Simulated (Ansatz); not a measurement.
BN, pressure series

Consider BN in the h-BN type structure (space group P6_3/mmc, No. 194; a = 2.500 Å, c = 6.413 Å; layered, stacked along the Cartesian z axis).

Cell and atoms are relaxed at each pressure.

Method: PBEsol-D3(BJ) (Ansatz, a first-principles code), no SOC, earlier PAW set.

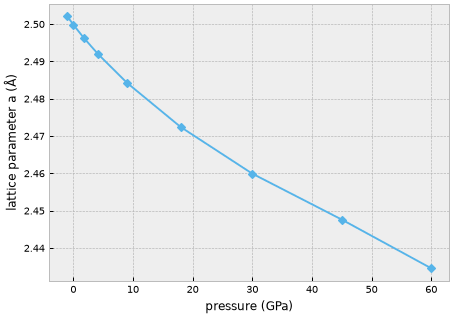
Figure: Lattice parameter a against pressure

Task: From the plot, what is the lattice parameter a for pressure 18 GPa?

Result: About 2.472 Å.

Task: Is the trend monotonic over the range shown?

Result: Yes, it falls throughout, spanning 243.5 pm to 250.2 pm.

From pressure 18 GPa on, the axis ratios lie over 15 % from the base's, so the cell there is far from its starting form. Load acts through the strain it causes; cell and atoms are relaxed under it. Stability against distortions was not tested. Competing high-pressure phases were not computed.
